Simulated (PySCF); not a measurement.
# GeHBr (SMILES [GeH][Br]): BCCD(T)/STO-6G

What is the energy change on altering one bond length of GeHBr at BCCD(T)/STO-6G? Input form: a Python script.

Program for the calculation: PySCF 2.14.0.

12 further runs of the same task are left out: 3 that didn't finish, 9 set aside as unsound or not needed.

## (1) Starting point

GeHBr: 3 atoms, total charge 0, spin state singlet. As SMILES, `[GeH][Br]`. The shape is that of a PBE0-D4/def2-TZVP optimisation.

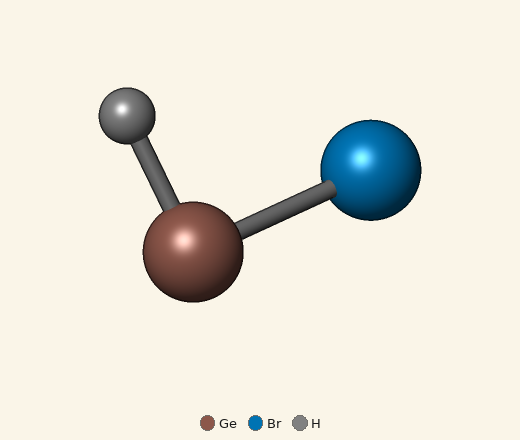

The structure, seen from a chosen angle (germanium brown, bromine blue, hydrogen grey).

## (2) A single-point energy at BCCD(T)/STO-6G

Contents of input.xyz:

```xyz
3
BrGeH
Ge     0.359400    -0.859900     0.094000
Br     0.673600     1.417200     0.525900
H     -1.044000    -0.622200    -0.633200
```

Contents of run.py:

```python
from pyscf import gto, scf, cc
from pyscf.cc.bccd import bccd_kernel_

mol = gto.M(
    atom='input.xyz',
    verbose=4,
    spin=0,
    charge=0,
    basis='sto-6g',
    max_memory=1860,
)

calc0 = scf.RHF(mol)
calc0.conv_tol = 1e-10
calc0.kernel()
if not calc0.converged:
    calc0 = calc0.newton().run(calc0.mo_coeff, calc0.mo_occ)

mycc = cc.CCSD(calc0, frozen=18).run()
mycc = bccd_kernel_(mycc, diis=True)
e_t = mycc.ccsd_t()
e_tot = mycc.e_tot + e_t
print(f'total energy: {e_tot:.8f} hartree')
```

On the command line:

```bash
OMP_NUM_THREADS=1 python run.py
```

Output:

```text
PySCF version 2.14.0

[INPUT] num. atoms = 3
[INPUT] num. electrons = 68
[INPUT] charge = 0
[INPUT] spin (= nelec alpha-beta = 2S) = 0
[INPUT] symmetry False subgroup None
[INPUT] Mole.unit = angstrom
[INPUT] Symbol           X                Y                Z      unit          X                Y                Z       unit  Magmom
[INPUT]  1 Ge     0.359400000000  -0.859900000000   0.094000000000 AA    0.679167569169  -1.624975494513   0.177634255709 Bohr   0.0
[INPUT]  2 Br     0.673600000000   1.417200000000   0.525900000000 AA    1.272919517507   2.678119863734   0.993806968909 Bohr   0.0
[INPUT]  3 H     -1.044000000000  -0.622200000000  -0.633200000000 AA   -1.972874074046  -1.175787594704  -1.196574582075 Bohr   0.0

nuclear repulsion = 270.365367795321
number of shells = 17
number of NR pGTOs = 222
number of NR cGTOs = 37
basis = sto-6g
ecp = {}

[... 39 lines left out ...]
converged SCF energy = -4624.48119047707
[... 12 lines left out ...]
Init t2, MP2 energy = -4624.51648717484  E_corr(MP2) -0.0352966977654006
[... 12 lines left out ...]
CCSD converged
[... 25 lines left out ...]
CCSD converged
[... 23 lines left out ...]
CCSD converged
[... 3 lines left out ...]
******** <class 'pyscf.cc.ccsd.CCSD'> ********
CC2 = 0
CCSD nocc = 16, nmo = 19
frozen orbitals 18
max_cycle = 50
direct = 0
conv_tol = 1e-07
conv_tol_normt = 1e-05
diis_space = 6
diis_start_cycle = 0
diis_start_energy_diff = 1e+09
Init E_corr(CCSD) = -0.0533290664407754
cycle = 1  E_corr(CCSD) = -0.0533604344132656  dE = -3.13679725e-05  norm(t1,t2) = 0.000555451
cycle = 2  E_corr(CCSD) = -0.0533463279156576  dE = 1.41064976e-05  norm(t1,t2) = 0.000123485
cycle = 3  E_corr(CCSD) = -0.0533478727481206  dE = -1.54483246e-06  norm(t1,t2) = 6.8858e-05
cycle = 4  E_corr(CCSD) = -0.0533465260215029  dE = 1.34672662e-06  norm(t1,t2) = 3.26937e-05
cycle = 5  E_corr(CCSD) = -0.0533468276481872  dE = -3.01626684e-07  norm(t1,t2) = 9.34037e-06
cycle = 6  E_corr(CCSD) = -0.0533469362433585  dE = -1.08595171e-07  norm(t1,t2) = 1.96088e-06
cycle = 7  E_corr(CCSD) = -0.0533469608075238  dE = -2.45641653e-08  norm(t1,t2) = 4.73572e-07
CCSD converged
E(CCSD) = -4624.532600732031  E_corr = -0.0533469608075238
BCC iter:    2  E:   -4624.532600732031  dE:    4.208e-06  |t1|:    9.759e-06
CCSD(T) correction = -0.00156477568620977
total energy: -4624.53416551 hartree
```

It took 2.7 s on 1 thread of Arm Neoverse V1, shared host; peak memory 0.11 GiB.

## (3) The distorted shape, same level

Contents of input.py:

```python
from pyscf import gto, cc
from pyscf.cc.bccd import bccd_kernel_

mol = gto.M(
    atom='''
Ge     0.202306    -1.998404    -0.121941
Br     0.673600     1.417200     0.525900
H     -1.201094    -1.760704    -0.849141
''',
    max_memory=1860,
    basis='sto-6g',
    verbose=4,
)

mf = mol.RHF()
mf.conv_tol = 1e-10
mf.kernel()
if not mf.converged:
    mf = mf.newton().run(mf.mo_coeff, mf.mo_occ)

mycc = cc.CCSD(mf, frozen=18).run()
mycc = bccd_kernel_(mycc, diis=True)
e_t = mycc.ccsd_t()
energy = mycc.e_tot + e_t
print(f'total energy: {energy:.8f} hartree')
```

On the command line:

```bash
OMP_NUM_THREADS=1 python input.py
```

Output:

```text
PySCF version 2.14.0

[INPUT] num. atoms = 3
[INPUT] num. electrons = 68
[INPUT] charge = 0
[INPUT] spin (= nelec alpha-beta = 2S) = 0
[INPUT] symmetry False subgroup None
[INPUT] Mole.unit = angstrom
[INPUT] Symbol           X                Y                Z      unit          X                Y                Z       unit  Magmom
[INPUT]  1 Ge     0.202306000000  -1.998404000000  -0.121941000000 AA    0.382302933356  -3.776436246235  -0.230435093356 Bohr   0.0
[INPUT]  2 Br     0.673600000000   1.417200000000   0.525900000000 AA    1.272919517507   2.678119863734   0.993806968909 Bohr   0.0
[INPUT]  3 H     -1.201094000000  -1.760704000000  -0.849141000000 AA   -2.269738709858  -3.327248346426  -1.604643931139 Bohr   0.0

nuclear repulsion = 184.234042421936
number of shells = 17
number of NR pGTOs = 222
number of NR cGTOs = 37
basis = sto-6g
ecp = {}

[... 43 lines left out ...]
converged SCF energy = -4624.31263018054
[... 12 lines left out ...]
Init t2, MP2 energy = -4624.36488511813  E_corr(MP2) -0.0522549375899194
[... 22 lines left out ...]
CCSD converged
[... 32 lines left out ...]
CCSD converged
[... 28 lines left out ...]
CCSD converged
[... 26 lines left out ...]
CCSD converged
[... 6 lines left out ...]
frozen orbitals 18
max_cycle = 50
direct = 0
conv_tol = 1e-07
conv_tol_normt = 1e-05
diis_space = 6
diis_start_cycle = 0
diis_start_energy_diff = 1e+09
Init E_corr(CCSD) = -0.107652036006267
cycle = 1  E_corr(CCSD) = -0.107644433941995  dE = 7.60206427e-06  norm(t1,t2) = 0.000100942
cycle = 2  E_corr(CCSD) = -0.107650142641656  dE = -5.70869966e-06  norm(t1,t2) = 3.41492e-05
cycle = 3  E_corr(CCSD) = -0.107648128707968  dE = 2.01393369e-06  norm(t1,t2) = 1.96743e-05
cycle = 4  E_corr(CCSD) = -0.107648472412223  dE = -3.43704255e-07  norm(t1,t2) = 3.51929e-06
cycle = 5  E_corr(CCSD) = -0.10764857282226  dE = -1.00410037e-07  norm(t1,t2) = 1.6172e-06
cycle = 6  E_corr(CCSD) = -0.107648617900866  dE = -4.50786068e-08  norm(t1,t2) = 1.09796e-06
CCSD converged
E(CCSD) = -4624.402894618295  E_corr = -0.1076486179008665
BCC iter:    3  E:   -4624.402894618295  dE:   -7.152e-07  |t1|:    3.385e-05

******** <class 'pyscf.cc.ccsd.CCSD'> ********
CC2 = 0
CCSD nocc = 16, nmo = 19
frozen orbitals 18
max_cycle = 50
direct = 0
conv_tol = 1e-07
conv_tol_normt = 1e-05
diis_space = 6
diis_start_cycle = 0
diis_start_energy_diff = 1e+09
Init E_corr(CCSD) = -0.107648928785849
cycle = 1  E_corr(CCSD) = -0.107650216597691  dE = -1.28781184e-06  norm(t1,t2) = 2.58975e-05
cycle = 2  E_corr(CCSD) = -0.107649309730637  dE = 9.06867054e-07  norm(t1,t2) = 5.71048e-06
cycle = 3  E_corr(CCSD) = -0.107649626208603  dE = -3.16477966e-07  norm(t1,t2) = 3.76336e-06
cycle = 4  E_corr(CCSD) = -0.107649568220455  dE = 5.79881475e-08  norm(t1,t2) = 2.06725e-06
CCSD converged
E(CCSD) = -4624.402894541742  E_corr = -0.1076495682204554
BCC iter:    4  E:   -4624.402894541742  dE:    7.655e-08  |t1|:    8.255e-06
CCSD(T) correction = -0.000548730710248319
total energy: -4624.40344327 hartree
```

Run time: 2.9 s. Hardware: 1 thread of Arm Neoverse V1, shared host; peak memory 0.12 GiB.

## (4) Outcome

At BCCD(T)/STO-6G, 18 core orbitals frozen:

| quantity | value |
| --- | --- |
| first shape: total energy | -4624.53417 Eh |
| first shape: correlation energy (18 core orbitals frozen) | -53.0 mEh |
| first shape: (T) correction | -1.56 mEh |
| distorted shape: total energy | -4624.40344 Eh |
| distorted shape: correlation energy (18 core orbitals frozen) | -90.8 mEh |
| distorted shape: (T) correction | -0.55 mEh |
| energy change with the Ge1–Br2 bond stretched from 2.339 to 3.508 Å | 3.557 eV |

What this shows: With the Ge1–Br2 bond stretched from 2.339 to 3.508 Å the energy rises by 3.56 eV (343 kJ/mol). The first shape isn't relaxed at this level, so the change isn't measured from a minimum. A restricted reference can't describe the breaking bond well at this length. The minimal basis adds a large error of its own. The triples (first shape) make up 3.0 % of the correlation energy. The triples (distorted shape) make up 0.6 % of the correlation energy.
